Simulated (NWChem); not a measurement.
# Al2H6S2 (SMILES [AlH2-]1[SH+][AlH2-][SH+]1) at 5 levels

We compute a comparison of 5 runs (HF/STO-3G, HF/3-21G, BP86/3-21G, B3LYP/6-31G*) of Al2H6S2. 

Program for the calculation: NWChem 7.3.0.

### 1 The structure to begin with

Al2H6S2 has 10 atoms, charge 0, and is taken as a singlet. SMILES: `[AlH2-]1[SH+][AlH2-][SH+]1`. The coordinates come from a PBE0-D4/def2-TZVP relaxation.

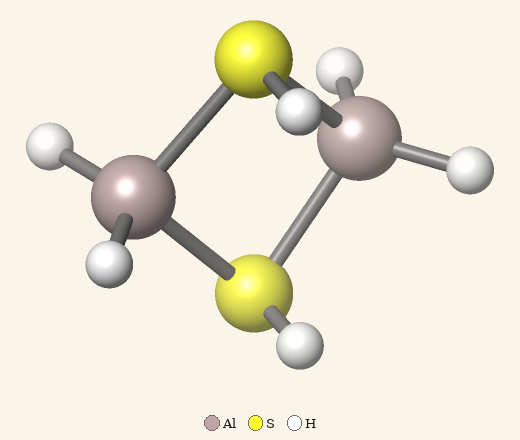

The structure, seen from a chosen angle (aluminium light grey, sulfur yellow, hydrogen white).

### 2 Energy and gradient at HF/STO-3G (run 1)

Contents of a.nw:

```
start a
memory stack 880 mb heap 220 mb global 1100 mb

geometry units angstrom noautosym nocenter noautoz
   Al    -0.876700     1.141600    -0.696500
   S      0.577400     1.173900     1.178200
   Al     0.373900    -1.185300     1.028500
   S     -0.708800    -1.193400    -1.082800
   H     -0.178100     1.904600    -1.893800
   H     -2.329500     1.385800    -0.127000
   H      1.709600     1.247400     0.456500
   H      1.818000    -1.809500     0.859600
   H     -0.726500    -1.597000     2.084100
   H      0.423800    -1.119400    -1.803900
end

basis spherical bse
   * library STO-3G
end

scf
   thresh 1e-08
   maxiter 80
   print medium
end

task scf gradient
```

Started as:

```sh
nwchem a.nw > a.out
```

Log:

```text
[...]
  functions       =    42
[...]
  wavefunction    = RHF
[...]
         Total SCF energy =  -1267.992774153301
      One-electron energy =  -2419.004803958256
      Two-electron energy =    824.451278925490
 Nuclear repulsion energy =    326.560750879465
        Time for solution =      1.8s
[...]
                         RHF ENERGY GRADIENTS
    atom               coordinates                        gradient
                 x          y          z           x          y          z
   1 Al     -1.656723   2.157311  -1.316194    0.007770  -0.003318  -0.000777
   2 S       1.091128   2.218349   2.226475    0.013033   0.040228   0.044828
   3 Al      0.706569  -2.239892   1.943583    0.003755   0.004213  -0.006362
   4 S      -1.339438  -2.255199  -2.046195   -0.031384  -0.041420  -0.033138
   5 H      -0.336560   3.599172  -3.578763    0.020315   0.023109  -0.035835
   6 H      -4.402117   2.618782  -0.239995   -0.042781   0.005945   0.018014
   7 H       3.230676   2.357244   0.862660    0.008492  -0.002106  -0.008999
   8 H       3.435522  -3.419459   1.624408    0.042960  -0.019046  -0.004573
   9 H      -1.372886  -3.017892   3.938378   -0.033677  -0.011015   0.030584
  10 H       0.800866  -2.115359  -3.408877    0.011518   0.003408  -0.003742
[...]
```

It took 2.7 s on 1 thread of AMD EPYC 9R45 (Zen 5), shared host; peak memory 0.099 GiB.

### 3 Energy and forces at HF/3-21G (run 2)

Contents of al2h6s2.nw:

```
start al2h6s2
title "Al2H6S2"
memory 2200 mb

geometry noautosym nocenter noautoz
Al   -0.876700    1.141600   -0.696500
S     0.577400    1.173900    1.178200
Al    0.373900   -1.185300    1.028500
S    -0.708800   -1.193400   -1.082800
H    -0.178100    1.904600   -1.893800
H    -2.329500    1.385800   -0.127000
H     1.709600    1.247400    0.456500
H     1.818000   -1.809500    0.859600
H    -0.726500   -1.597000    2.084100
H     0.423800   -1.119400   -1.803900
end

basis "ao basis" spherical bse
* library 3-21G
end

scf
thresh 1e-08
maxiter 80
print medium
end

task scf gradient
```

Started as:

```sh
nwchem al2h6s2.nw > al2h6s2.out
```

Log:

```text
[...]
  functions       =    64
[...]
  wavefunction    = RHF
[...]
         Total SCF energy =  -1275.860736570045
      One-electron energy =  -2419.342930603215
      Two-electron energy =    816.921443153704
 Nuclear repulsion energy =    326.560750879465
        Time for solution =      2.2s
[...]
                         RHF ENERGY GRADIENTS
    atom               coordinates                        gradient
                 x          y          z           x          y          z
   1 Al     -1.656723   2.157311  -1.316194    0.025796  -0.026698   0.013355
   2 S       1.091128   2.218349   2.226475   -0.010500  -0.007547  -0.002557
   3 Al      0.706569  -2.239892   1.943583   -0.003684   0.028204  -0.027345
   4 S      -1.339438  -2.255199  -2.046195   -0.002812   0.006685   0.011041
   5 H      -0.336560   3.599172  -3.578763   -0.003171   0.000636   0.001096
   6 H      -4.402117   2.618782  -0.239995    0.001491   0.000101  -0.001001
   7 H       3.230676   2.357244   0.862660   -0.006349  -0.006038  -0.003543
   8 H       3.435522  -3.419459   1.624408   -0.002290  -0.001020   0.002332
   9 H      -1.372886  -3.017892   3.938378    0.001511   0.000052  -0.000965
  10 H       0.800866  -2.115359  -3.408877    0.000008   0.005624   0.007587
[...]
```

Wall time 3.3 s (1 thread of AMD EPYC 9R45 (Zen 5), shared host); peak memory 0.099 GiB.

Run 3 isn't shown in full; the table further down has it.

### 4 Energy and forces at B3LYP/6-31G(d) (spherical functions) (run 4)

Contents of calc.xyz:

```xyz
10
Al2H6S2
Al    -0.876700     1.141600    -0.696500
S      0.577400     1.173900     1.178200
Al     0.373900    -1.185300     1.028500
S     -0.708800    -1.193400    -1.082800
H     -0.178100     1.904600    -1.893800
H     -2.329500     1.385800    -0.127000
H      1.709600     1.247400     0.456500
H      1.818000    -1.809500     0.859600
H     -0.726500    -1.597000     2.084100
H      0.423800    -1.119400    -1.803900
```

Contents of run.py:

```python
from ase.io import read
from ase.calculators.nwchem import NWChem

atoms = read('calc.xyz')

calc = NWChem(
    label='calc',
    theory='dft',
    memory='2200 mb',
    basis='6-31G*',
    basispar='spherical bse',
    dft={'xc': 'b3lyp', 'mult': '1', 'grid': 'xfine', 'convergence': 'energy 1e-08', 'iterations': '100', 'mulliken': None},
)
atoms.calc = calc

forces = atoms.get_forces()
e = atoms.get_potential_energy()
print(f"E = {e:.6f} eV")
print("forces (eV/A):")
for s, f in zip(atoms.symbols, forces):
    print(f"{s:2s} {f[0]:10.5f} {f[1]:10.5f} {f[2]:10.5f}")
print("dipole (e A):", atoms.get_dipole_moment().round(4))
```

Started as:

```sh
export ASE_NWCHEM_COMMAND="nwchem PREFIX.nwi > PREFIX.nwo"
python run.py
```

Log:

```text
E = -34965.313660 eV
forces (eV/A):
Al   -0.26308    0.22739   -0.09215
S    -0.00663    0.08963    0.12526
Al   -0.00869   -0.24832    0.26050
S    -0.10588   -0.09678   -0.05322
H     0.03821   -0.00555   -0.01404
H    -0.01034    0.00607    0.00159
H     0.20322    0.07945   -0.04011
H     0.02967    0.01121   -0.02684
H    -0.00396   -0.00509    0.00987
H     0.12753   -0.05795   -0.17088
dipole (e A): [ 0.3829  0.0256 -0.2431]
```

The calculator wrote calc.nwi:

```
title "calc"

permanent_dir calc

scratch_dir calc

start calc

geometry units angstrom nocenter noautosym noautoz
  Al -8.7670000000000003e-01 1.1415999999999999e+00 -6.9650000000000001e-01
  S  5.7740000000000002e-01 1.1738999999999999e+00 1.1781999999999999e+00
  Al 3.7390000000000001e-01 -1.1853000000000000e+00 1.0285000000000000e+00
  S  -7.0879999999999999e-01 -1.1934000000000000e+00 -1.0828000000000000e+00
  H  -1.7810000000000001e-01 1.9046000000000001e+00 -1.8937999999999999e+00
  H  -2.3294999999999999e+00 1.3857999999999999e+00 -1.2700000000000000e-01
  H  1.7096000000000000e+00 1.2474000000000001e+00 4.5650000000000002e-01
  H  1.8180000000000001e+00 -1.8095000000000001e+00 8.5960000000000003e-01
  H  -7.2650000000000003e-01 -1.5970000000000000e+00 2.0840999999999998e+00
  H  4.2380000000000001e-01 -1.1194000000000000e+00 -1.8039000000000001e+00
end

memory 2200 mb

basis spherical bse noprint
   * library 6-31G*
end

dft
  xc b3lyp
  mult 1
  grid xfine
  convergence energy 1e-08
  iterations 100
  mulliken
end

task dft gradient
```

calc.nwo:

```text
Northwest Computational Chemistry Package (NWChem) 7.3.0
             --------------------------------------------------------

           Job information
           ---------------

    nwchem branch   = 7.3.0
    use scalapack   = T
    input           = calc.nwi
    prefix          = calc.
    data base       = calc/calc.db
    status          = startup
    nproc           =        1

           Memory information
           ------------------

    heap     =     72089594 doubles =      550.0 Mbytes
    stack    =     72089599 doubles =      550.0 Mbytes
    global   =    144179200 doubles =     1100.0 Mbytes (distinct from heap & stack)
    total    =    288358393 doubles =     2200.0 Mbytes
    verify   = yes
    hardfail = no

[... 111 lines left out ...]
  convergence criterion.
[... 40 lines left out ...]
          Spatial weights used:  Erf1
[... 75 lines left out ...]
         Total DFT energy =    -1284.951587144287
[... 3 lines left out ...]
 Nuclear repulsion energy =      326.560750879465
[... 665 lines left out ...]
          Convergence on gradient requested:  5.00D-04
[... 27 lines left out ...]
          total energy or number of iterations.
[... 26 lines left out ...]
                         DFT ENERGY GRADIENTS

    atom               coordinates                        gradient
                 x          y          z           x          y          z
   1 Al     -1.656723   2.157311  -1.316194    0.005116  -0.004422   0.001792
   2 S       1.091128   2.218349   2.226475    0.000129  -0.001743  -0.002436
   3 Al      0.706569  -2.239892   1.943583    0.000169   0.004829  -0.005066
[... 6 lines of this table left out ...]
  10 H       0.800866  -2.115359  -3.408877   -0.002480   0.001127   0.003323

                 ----------------------------------------
                 |  Time  |  1-e(secs)   |  2-e(secs)   |
                 ----------------------------------------
                 |  CPU   |       0.01   |       2.52   |
                 ----------------------------------------
                 |  WALL  |       0.01   |       2.52   |
                 ----------------------------------------

 Task  times  cpu:       24.6s     wall:       24.6s
 Total times  cpu:       24.6s     wall:       24.6s
```

It took 26 s on 1 thread of AMD EPYC 9R45 (Zen 5), shared host; peak memory 0.15 GiB.

### 5 Energy and forces at B3LYP/6-31G(d) (Cartesian functions) (run 5)

Contents of job.nw:

```
start job
memory stack 880 mb heap 220 mb global 1100 mb
geometry units angstrom noautosym nocenter noautoz
 Al   -0.876700    1.141600   -0.696500
 S     0.577400    1.173900    1.178200
 Al    0.373900   -1.185300    1.028500
 S    -0.708800   -1.193400   -1.082800
 H    -0.178100    1.904600   -1.893800
 H    -2.329500    1.385800   -0.127000
 H     1.709600    1.247400    0.456500
 H     1.818000   -1.809500    0.859600
 H    -0.726500   -1.597000    2.084100
 H     0.423800   -1.119400   -1.803900
end
basis "ao basis"
 * library 6-31G*
end
dft
 xc b3lyp
 grid xfine
 convergence energy 1e-08
 iterations 100
 mulliken
end
task dft gradient
```

Started as:

```sh
nwchem job.nw > job.out
```

Log:

```text
[...]
          Wavefunction type:  closed shell.
          No. of atoms     :    10
          No. of electrons :    64
[...]
          Charge           :     0
          Spin multiplicity:     1
[...]
          AO basis - number of functions:    88
[...]
              XC Information
              --------------
                         B3LYP Method XC Potential
                     Hartree-Fock (Exact) Exchange  0.200
                        Slater Exchange Functional  0.800 local
                    Becke 1988 Exchange Functional  0.720 non-local
              Lee-Yang-Parr Correlation Functional  0.810
                  VWN I RPA Correlation Functional  0.190 local
[...]
 d= 0,ls=0.0,diis     1  -1284.9062184643 -1.61D+03  1.13D-02  5.35D-01     3.1
[...]
 d= 0,ls=0.0,diis     8  -1284.9599766993 -2.98D-10  1.57D-06  1.50D-08    20.5
         Total DFT energy =    -1284.959976699340
      One electron energy =    -2428.525612382361
           Coulomb energy =      908.035387513855
    Exchange-Corr. energy =      -91.030502710299
 Nuclear repulsion energy =      326.560750879465
[...]
  wavefunction    = closed shell
                         DFT ENERGY GRADIENTS
    atom               coordinates                        gradient
                 x          y          z           x          y          z
   1 Al     -1.656723   2.157311  -1.316194    0.005160  -0.004441   0.001788
   2 S       1.091128   2.218349   2.226475    0.000122  -0.001762  -0.002457
   3 Al      0.706569  -2.239892   1.943583    0.000190   0.004853  -0.005103
   4 S      -1.339438  -2.255199  -2.046195    0.002073   0.001902   0.001052
   5 H      -0.336560   3.599172  -3.578763   -0.000694   0.000147   0.000204
   6 H      -4.402117   2.618782  -0.239995    0.000112  -0.000114   0.000015
   7 H       3.230676   2.357244   0.862660   -0.003976  -0.001554   0.000786
   8 H       3.435522  -3.419459   1.624408   -0.000490  -0.000248   0.000505
   9 H      -1.372886  -3.017892   3.938378   -0.000001   0.000084  -0.000132
  10 H       0.800866  -2.115359  -3.408877   -0.002496   0.001132   0.003343
[...]
```

It took 26 s on 1 thread of AMD EPYC 9R45 (Zen 5), shared host; peak memory 0.15 GiB.

### 6 All runs side by side

| run | level | iteration cap | module | energy (Eh) | dipole moment (D) | HOMO energy (eV) | LUMO energy (eV) | wall time |
| --- | --- | --- | --- | --- | --- | --- | --- | --- |
| 1 | HF/STO-3G | 80 | scf | -1267.992774 | 1.72 | -7.97 | 9.97 | 2.7 s |
| 2 | HF/3-21G | 80 | scf | -1275.860737 | 2.59 | -11.40 | 2.14 | 3.3 s |
| 3 | BP86/3-21G | 100 | dft | -1278.384998 | 2.56 | -7.51 | -1.43 | 11 s |
| 4 | B3LYP/6-31G* (spherical functions) | 100 | dft | -1284.951587 | 2.18 | -8.13 | -0.69 | 26 s |
| 5 | B3LYP/6-31G* (Cartesian functions) | 100 | dft | -1284.959977 | 2.18 | -8.13 | -0.69 | 26 s |

### 7 Summary of results

| quantity | value |
| --- | --- |
| run 5: total energy | -1284.95998 Eh |
| run 5: dipole moment | 2.18 D |
| run 5: HOMO energy | -8.13 eV |
| run 5: LUMO energy | -0.69 eV |
| run 5: HOMO–LUMO gap | 7.44 eV |
| run 5: largest force on an atom | 0.362 eV/Å |

What this shows: The dipole moment (its size) runs from 1.72 D (HF/STO-3G) to 2.59 D (HF/3-21G). The HOMO–LUMO gap runs from 6.09 eV (BP86/3-21G) to 17.94 eV (HF/STO-3G). The two ends differ in method and basis. Totals of different functionals can't be ranked against each other. In run 1 the basis is minimal, so the values are rough. All runs together took 69 s, the longest 26 s.
